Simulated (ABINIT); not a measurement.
# LiF (Griceite): a self-consistent loop beyond G0W0, cycle by cycle, part 3 of 3

Aim: iterate the self-energy on LiF (Griceite) and follow the gap from cycle to cycle.

ABINIT 10.8.3; LDA and many-body steps on it, plane waves. Known limits of the many-body steps: not at the basis limit.

So far. Step 10 (evGW, cycle 1): Against G0W0 in ABINIT (6×6×6 mesh, 24 bands, screening to 130.6 eV, Godby-Needs plasmon pole), the gap moves by +1.755 eV. Step 13 (evGW, cycle 2): Against the cycle before, the gap moves by +0.148 eV.

## (14) Screening, 6×6×6 mesh, 24 bands, screening to 130.6 eV

This step: RPA screening on LDA, plane waves, norm-conserving pseudopotentials.

run.abi reads:

```
acell 3*1.0 Angstrom
rprim 
  0.000000000000 2.014000000000 2.014000000000
  2.014000000000 0.000000000000 2.014000000000
  2.014000000000 2.014000000000 -0.000000000000
ntypat 2
znucl 3 9
natom 2
typat 1 2
xred 
  0.000000000000 0.000000000000 0.000000000000
  0.500000000000 0.500000000000 0.500000000000
pp_dirpath "pseudos"
pseudos "Li.upf, F.upf"
ecut 36
ngkpt 6 6 6
nshiftk 1
shiftk 0 0 0
kptopt 1
chksymbreak 0
istwfk *1
occopt 1
irdwfk 1
optdriver 3
nband 24
ecuteps 4.8
inclvkb 2
awtr 1
symchi 1
gwcalctyp 10
mbpt_sciss 7.173 eV
nqptdm 1
qptdm 
  0 0 0
indata_prefix "in"
outdata_prefix "out"
tmpdata_prefix "tmp"
```

Started as:

```
$ OMP_NUM_THREADS=1 mpirun -n 4 abinit run.abi > log
```

Numbers of over 12 decimals in the logs are rounded to 6 here.

What it wrote:

```text
.Version 10.8.3 of ABINIT. v10.8.2 released Aug 2026.

 Symmetries : space group Fm -3 m (#225); Bravais cF (face-center cubic)
[... echo of the input left out ...]
== DATASET  1 ==================================================================
-   mpi_nproc: 4, omp_nthreads: 1 (-1 if OMP is not activated)

--- !DatasetInfo
iteration_state: {dtset: 1, }
dimensions: {natom: 2, nkpt: 16, mband: 24, nsppol: 1, nspinor: 1, nspden: 1, mpw: 1158, }
cutoff_energies: {ecut:  36.0, pawecutdg:  -1.0, }
[...]
[... chi0 elements left out ...]
 For q-point:  0.000010 0.000020 0.000030
  dielectric constant =   1.7221
  dielectric constant without local fields =   1.7762

  Average fulfillment of the sum rule on Im[epsilon] for q-point    1 :     42.00  [%]
[... wings left out ...]
== END DATASET(S) ==============================================================
================================================================================

 -outvars: echo values of variables after computation  --------
           etotal      0.0000000000E+00
            nband          24
             nkpt          16
          spgroup         225
 [... the other variables as echoed above ...]

 Calculation completed.
```

Wall time 1.6 s (4 MPI ranks of Arm Neoverse V2, shared host); peak memory 0.1 GiB.

This step gave:

- ε∞ with local fields, on this mesh, along the program's q direction: 1.722
- the same without local fields: 1.776
- plasma frequency: 29.05 eV
- plane waves in the screening matrix: 59

This screening uses the functional's bands under a rigid shift, the mean opening of the cycle before.

## (15) Screening, 6×6×6 mesh, 24 bands, screening to 130.6 eV

This step: RPA screening on LDA from quasiparticle energies, plane waves, norm-conserving pseudopotentials.

run.abi, as its differences from that of step 14:

```diff
@@ -29,7 +29,21 @@
 symchi 1
+irdqps 1
 gwcalctyp 10
-mbpt_sciss 7.173 eV
-nqptdm 1
+nqptdm 15
 qptdm 
-  0 0 0
+  0.1666666667 0.0000000000 0.0000000000
+  0.3333333333 0.0000000000 0.0000000000
+  0.5000000000 0.0000000000 0.0000000000
+  0.1666666667 0.1666666667 0.0000000000
+  0.3333333333 0.1666666667 0.0000000000
+  0.5000000000 0.1666666667 0.0000000000
+  -0.3333333333 0.1666666667 0.0000000000
+  -0.1666666667 0.1666666667 0.0000000000
+  0.3333333333 0.3333333333 0.0000000000
+  0.5000000000 0.3333333333 0.0000000000
+  -0.3333333333 0.3333333333 0.0000000000
+  0.5000000000 0.5000000000 0.0000000000
+  0.5000000000 0.3333333333 0.1666666667
+  -0.3333333333 0.3333333333 0.1666666667
+  -0.3333333333 0.5000000000 0.1666666667
 indata_prefix "in"
```

mrgscr.stdin reads:

```
2
merged
q0_SCR
out_SCR
1
```

Started as:

```
$ OMP_NUM_THREADS=1 mpirun -n 4 abinit run.abi > log; mrgscr < mrgscr.stdin
```

What it wrote:

```text
.Version 10.8.3 of ABINIT. v10.8.2 released Aug 2026.

 Symmetries : space group Fm -3 m (#225); Bravais cF (face-center cubic)
[... echo of the input left out ...]
== DATASET  1 ==================================================================
-   mpi_nproc: 4, omp_nthreads: 1 (-1 if OMP is not activated)

--- !DatasetInfo
iteration_state: {dtset: 1, }
dimensions: {natom: 2, nkpt: 16, mband: 24, nsppol: 1, nspinor: 1, nspden: 1, mpw: 1158, }
cutoff_energies: {ecut:  36.0, pawecutdg:  -1.0, }
[...]
q-point number  1        q = ( 0.166667, 0.000000, 0.000000) [r.l.u.]
--------------------------------------------------------------------------------
[... chi0 elements left out ...]
  Average fulfillment of the sum rule on Im[epsilon] for q-point    2 :     80.58  [%]

--------------------------------------------------------------------------------
  q-point number  2        q = ( 0.333333, 0.000000, 0.000000) [r.l.u.]
--------------------------------------------------------------------------------
[... chi0 elements left out ...]
  Average fulfillment of the sum rule on Im[epsilon] for q-point    3 :     68.19  [%]

 [... 13 further q-points ...]
```

Run time: 3.6 s. Hardware: 4 MPI ranks; peak memory 0.35 GiB; 14 s of CPU time.

Numbers from this step:

```
plasma frequency                    : 29.05 eV
plane waves in the screening matrix : 59
```

This screening reads the quasiparticle levels of the cycle before.

## (16) evGW, cycle 3

This step: evGW on LDA, plane waves, norm-conserving pseudopotentials.

run.abi, as its differences from that of step 15:

```diff
@@ -23,12 +23,10 @@
 irdwfk 1
-optdriver 3
+optdriver 4
 nband 24
-ecuteps 4.8
-inclvkb 2
-awtr 1
-symchi 1
-irdqps 1
 gwcalctyp 10
-nqptdm 15
-qptdm 
+ecutsigx 36
+symsigma 1
+nkptgw 16
+kptgw 
+  0.0000000000 0.0000000000 0.0000000000
   0.1666666667 0.0000000000 0.0000000000
@@ -48,2 +46,23 @@
   -0.3333333333 0.5000000000 0.1666666667
+bdgw 
+  1 12
+  1 12
+  1 12
+  1 12
+  1 12
+  1 12
+  1 12
+  1 12
+  1 12
+  1 12
+  1 12
+  1 12
+  1 12
+  1 12
+  1 12
+  1 12
+ecuteps 4.8
+irdscr 1
+ppmodel 1
+irdqps 1
 indata_prefix "in"
```

Started as:

```
$ OMP_NUM_THREADS=1 mpirun -n 4 abinit run.abi > log
```

What it wrote:

```text
.Version 10.8.3 of ABINIT. v10.8.2 released Aug 2026.

 Symmetries : space group Fm -3 m (#225); Bravais cF (face-center cubic)
[... echo of the input left out ...]
== DATASET  1 ==================================================================
-   mpi_nproc: 4, omp_nthreads: 1 (-1 if OMP is not activated)

--- !DatasetInfo
iteration_state: {dtset: 1, }
dimensions: {natom: 2, nkpt: 16, mband: 24, nsppol: 1, nspinor: 1, nspden: 1, mpw: 1158, }
cutoff_energies: {ecut:  36.0, pawecutdg:  -1.0, }
[...]
.  kptgw no:  3; Maximum DeltaE = (  -0.029  -0.015) for band index:  2
[...]
.  kptgw no: 15; Maximum DeltaE = (  -0.047  -0.028) for band index:  2
.  kptgw no: 16; Maximum DeltaE = (  -0.011  -0.021) for band index:  1

== END DATASET(S) ==============================================================
================================================================================

 -outvars: echo values of variables after computation  --------
           etotal      0.0000000000E+00
            nband          24
             nkpt          16
          spgroup         225
 [... the other variables as echoed above ...]

 Calculation completed.
```

It took 23 s on 4 MPI ranks; peak memory 0.73 GiB; 91 s of CPU time.

Numbers from this step:

| Item | Value |
| --- | --- |
| quasiparticle gap on the mesh | 15.45 eV |
| gap of the density functional on the mesh | 8.864 eV |
| k of the valence top | 0, 0, 0 |
| k of the conduction bottom | 0, 0, 0 |
| least direct quasiparticle gap on the computed points | 15.45 eV |

Against the cycle before, the gap moves by +0.019 eV.

## (17) Screening, 6×6×6 mesh, 24 bands, screening to 130.6 eV

This step: RPA screening on LDA, plane waves, norm-conserving pseudopotentials.

run.abi reads:

```
acell 3*1.0 Angstrom
rprim 
  0.000000000000 2.014000000000 2.014000000000
  2.014000000000 0.000000000000 2.014000000000
  2.014000000000 2.014000000000 -0.000000000000
ntypat 2
znucl 3 9
natom 2
typat 1 2
xred 
  0.000000000000 0.000000000000 0.000000000000
  0.500000000000 0.500000000000 0.500000000000
pp_dirpath "pseudos"
pseudos "Li.upf, F.upf"
ecut 36
ngkpt 6 6 6
nshiftk 1
shiftk 0 0 0
kptopt 1
chksymbreak 0
istwfk *1
occopt 1
irdwfk 1
optdriver 3
nband 24
ecuteps 4.8
inclvkb 2
awtr 1
symchi 1
gwcalctyp 10
mbpt_sciss 7.192 eV
nqptdm 1
qptdm 
  0 0 0
indata_prefix "in"
outdata_prefix "out"
tmpdata_prefix "tmp"
```

What it wrote:

```text
.Version 10.8.3 of ABINIT. v10.8.2 released Aug 2026.

 Symmetries : space group Fm -3 m (#225); Bravais cF (face-center cubic)
[... echo of the input left out ...]
== DATASET  1 ==================================================================
-   mpi_nproc: 4, omp_nthreads: 1 (-1 if OMP is not activated)

--- !DatasetInfo
iteration_state: {dtset: 1, }
dimensions: {natom: 2, nkpt: 16, mband: 24, nsppol: 1, nspinor: 1, nspden: 1, mpw: 1158, }
cutoff_energies: {ecut:  36.0, pawecutdg:  -1.0, }
[...]
[... chi0 elements left out ...]
 For q-point:  0.000010 0.000020 0.000030
  dielectric constant =   1.7215
  dielectric constant without local fields =   1.7756

  Average fulfillment of the sum rule on Im[epsilon] for q-point    1 :     42.02  [%]
[... wings left out ...]
== END DATASET(S) ==============================================================
================================================================================

 -outvars: echo values of variables after computation  --------
           etotal      0.0000000000E+00
            nband          24
             nkpt          16
          spgroup         225
 [... the other variables as echoed above ...]

 Calculation completed.
```

The job ended after 1.6 s (4 MPI ranks; peak memory 0.1 GiB; 6.3 s of CPU time).

This step gave:

```yaml
eps_infinity_with_local_fields_on_this_mesh_along_the_program_s_q_direction: 1.722
the_same_without_local_fields: 1.776
plasma_frequency: 29.05 eV
plane_waves_in_the_screening_matrix: 59
```

This screening uses the functional's bands under a rigid shift, the mean opening of the cycle before.

## (18) Screening, 6×6×6 mesh, 24 bands, screening to 130.6 eV

This step: RPA screening on LDA from quasiparticle energies, plane waves, norm-conserving pseudopotentials.

run.abi, as its differences from that of step 17:

```diff
@@ -29,7 +29,21 @@
 symchi 1
+irdqps 1
 gwcalctyp 10
-mbpt_sciss 7.192 eV
-nqptdm 1
+nqptdm 15
 qptdm 
-  0 0 0
+  0.1666666667 0.0000000000 0.0000000000
+  0.3333333333 0.0000000000 0.0000000000
+  0.5000000000 0.0000000000 0.0000000000
+  0.1666666667 0.1666666667 0.0000000000
+  0.3333333333 0.1666666667 0.0000000000
+  0.5000000000 0.1666666667 0.0000000000
+  -0.3333333333 0.1666666667 0.0000000000
+  -0.1666666667 0.1666666667 0.0000000000
+  0.3333333333 0.3333333333 0.0000000000
+  0.5000000000 0.3333333333 0.0000000000
+  -0.3333333333 0.3333333333 0.0000000000
+  0.5000000000 0.5000000000 0.0000000000
+  0.5000000000 0.3333333333 0.1666666667
+  -0.3333333333 0.3333333333 0.1666666667
+  -0.3333333333 0.5000000000 0.1666666667
 indata_prefix "in"
```

mrgscr.stdin is that of step 15.

Started as:

```
$ OMP_NUM_THREADS=1 mpirun -n 4 abinit run.abi > log; mrgscr < mrgscr.stdin
```

What it wrote:

```text
.Version 10.8.3 of ABINIT. v10.8.2 released Aug 2026.

 Symmetries : space group Fm -3 m (#225); Bravais cF (face-center cubic)
[... echo of the input left out ...]
== DATASET  1 ==================================================================
-   mpi_nproc: 4, omp_nthreads: 1 (-1 if OMP is not activated)

--- !DatasetInfo
iteration_state: {dtset: 1, }
dimensions: {natom: 2, nkpt: 16, mband: 24, nsppol: 1, nspinor: 1, nspden: 1, mpw: 1158, }
cutoff_energies: {ecut:  36.0, pawecutdg:  -1.0, }
[...]
q-point number  1        q = ( 0.166667, 0.000000, 0.000000) [r.l.u.]
--------------------------------------------------------------------------------
[... chi0 elements left out ...]
  Average fulfillment of the sum rule on Im[epsilon] for q-point    2 :     80.62  [%]

--------------------------------------------------------------------------------
  q-point number  2        q = ( 0.333333, 0.000000, 0.000000) [r.l.u.]
--------------------------------------------------------------------------------
[... chi0 elements left out ...]
  Average fulfillment of the sum rule on Im[epsilon] for q-point    3 :     68.23  [%]

 [... 13 further q-points ...]
```

Wall time 3.6 s (4 MPI ranks); peak memory 0.35 GiB; 14 s of CPU time.

Numbers from this step:

| Item | Value |
| --- | --- |
| plasma frequency | 29.05 eV |
| plane waves in the screening matrix | 59 |

This screening reads the quasiparticle levels of the cycle before.

## (19) evGW, cycle 4

This step: evGW on LDA, plane waves, norm-conserving pseudopotentials.

run.abi, as its differences from that of step 18:

```diff
@@ -23,12 +23,10 @@
 irdwfk 1
-optdriver 3
+optdriver 4
 nband 24
-ecuteps 4.8
-inclvkb 2
-awtr 1
-symchi 1
-irdqps 1
 gwcalctyp 10
-nqptdm 15
-qptdm 
+ecutsigx 36
+symsigma 1
+nkptgw 16
+kptgw 
+  0.0000000000 0.0000000000 0.0000000000
   0.1666666667 0.0000000000 0.0000000000
@@ -48,2 +46,23 @@
   -0.3333333333 0.5000000000 0.1666666667
+bdgw 
+  1 12
+  1 12
+  1 12
+  1 12
+  1 12
+  1 12
+  1 12
+  1 12
+  1 12
+  1 12
+  1 12
+  1 12
+  1 12
+  1 12
+  1 12
+  1 12
+ecuteps 4.8
+irdscr 1
+ppmodel 1
+irdqps 1
 indata_prefix "in"
```

Started as:

```
$ OMP_NUM_THREADS=1 mpirun -n 4 abinit run.abi > log
```

What it wrote:

```text
.Version 10.8.3 of ABINIT. v10.8.2 released Aug 2026.

 Symmetries : space group Fm -3 m (#225); Bravais cF (face-center cubic)
[... echo of the input left out ...]
== DATASET  1 ==================================================================
-   mpi_nproc: 4, omp_nthreads: 1 (-1 if OMP is not activated)

--- !DatasetInfo
iteration_state: {dtset: 1, }
dimensions: {natom: 2, nkpt: 16, mband: 24, nsppol: 1, nspinor: 1, nspden: 1, mpw: 1158, }
cutoff_energies: {ecut:  36.0, pawecutdg:  -1.0, }
[...]
.  kptgw no:  3; Maximum DeltaE = (   0.009  -0.024) for band index:  2
[...]
.  kptgw no: 15; Maximum DeltaE = (  -0.002  -0.031) for band index:  1
.  kptgw no: 16; Maximum DeltaE = (   0.007  -0.014) for band index:  1

== END DATASET(S) ==============================================================
================================================================================

 -outvars: echo values of variables after computation  --------
           etotal      0.0000000000E+00
            nband          24
             nkpt          16
          spgroup         225
 [... the other variables as echoed above ...]

 Calculation completed.
```

Run time: 23 s. Hardware: 4 MPI ranks; peak memory 0.73 GiB.

Numbers from this step:

| Item | Value |
| --- | --- |
| quasiparticle gap on the mesh | 15.45 eV |
| gap of the density functional on the mesh | 8.864 eV |
| k of the valence top | 0, 0, 0 |
| k of the conduction bottom | 0, 0, 0 |
| least direct quasiparticle gap on the computed points | 15.45 eV |

Against the cycle before, the gap moves by +0.002 eV.

## (20) Side by side

Times are wall times on 4 MPI ranks of Arm Neoverse V2, shared host, good to a factor of about two. A run's time includes the screening step that it read.

```
           run   mesh  bands  screening cutoff (eV)  DFT gap (eV)  gap on the mesh (eV)  direct (eV)  ε∞ used   time
          G0W0  6×6×6     24                  130.6         8.864                13.529       13.529     2.02  5.4 s
evGW0, cycle 1  6×6×6     24                  130.6         8.864                14.315       14.315     2.02   27 s
evGW0, cycle 2  6×6×6     24                  130.6         8.864                14.220       14.220     2.02   27 s
evGW0, cycle 3  6×6×6     24                  130.6         8.864                14.215       14.215     2.02   27 s
 evGW, cycle 1  6×6×6     24                  130.6         8.864                15.284       15.284     1.76   28 s
 evGW, cycle 2  6×6×6     24                  130.6         8.864                15.432       15.432     1.73   28 s
 evGW, cycle 3  6×6×6     24                  130.6         8.864                15.451       15.451     1.72   28 s
 evGW, cycle 4  6×6×6     24                  130.6         8.864                15.453       15.453     1.72   28 s
```

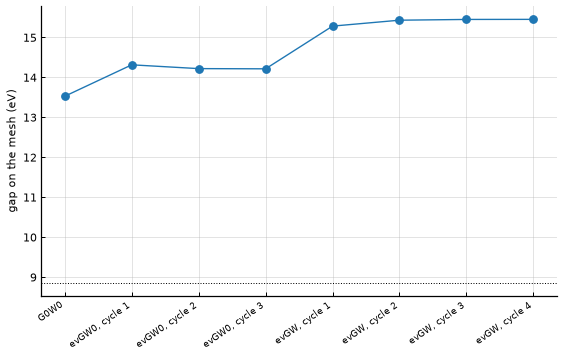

The gap through the cycles; the dotted line is the starting gap.

## (21) Outcome

| Item | Value |
| --- | --- |
| G0W0 | 13.529 eV |
| evGW0, cycle 1 | 14.315 eV |
| evGW0, cycle 2 | 14.220 eV |
| evGW0, cycle 3 | 14.215 eV |
| evGW, cycle 1 | 15.284 eV |
| evGW, cycle 2 | 15.432 eV |
| evGW, cycle 3 | 15.451 eV |
| evGW, cycle 4 | 15.453 eV |
| known limits | not at the basis limit |

In words: Only the bands that the input lists are updated; the others, empty or deep, keep the functional's energies or take a rigid shift. The evGW loop starts from the last levels of evGW0, so its cycles and time come on top of those. evGW0 ends at 14.21 eV, +0.69 eV from G0W0, after 3 cycles that took 69 s beside the first screening; the last moved the gap by 0.005 eV. evGW ends at 15.45 eV, +1.92 eV from G0W0, after 4 cycles that took 1.9 min beside the first screening; the last moved the gap by 0.002 eV. The first cycle of evGW0 takes the full correction, without the factor Z, so it overshoots the one-shot value. Bands and cutoff are finite, so the gap is not at the basis limit. The miss can reach some tenths of an eV and take either sign; the mesh is an error of its own. In the updated screening the q = 0 part is built from Kohn-Sham bands under a rigid shift, the other q from the quasiparticle levels.

[Paths, hosts, dates, memory and timing lines, banners, echoed tables and standing remarks are left out of the program output.]

[Logs are printed without paths, hosts, clocks, repeated set-up lines and the standing remarks that a program may print on its own settings, such as how far it seeks lower states.]

[Runs of the session that timed out or met a known fault of the program may be left out.]

[Hosts, paths, dates, database ids (printed as entryN), source tags and the programs' standing remarks are cut or masked in the printed files.]

[G0W0 gaps are taken among the corrected bands and points alone; a level outside them can change the order at an edge.]

[Where Ansatz stands beside ABINIT at settings called matched, ABINIT's density can come from a denser mesh and the files from another edition; pairs whose starting gaps differed by over 0.03 eV were left out, so agreement reads better than it is.]
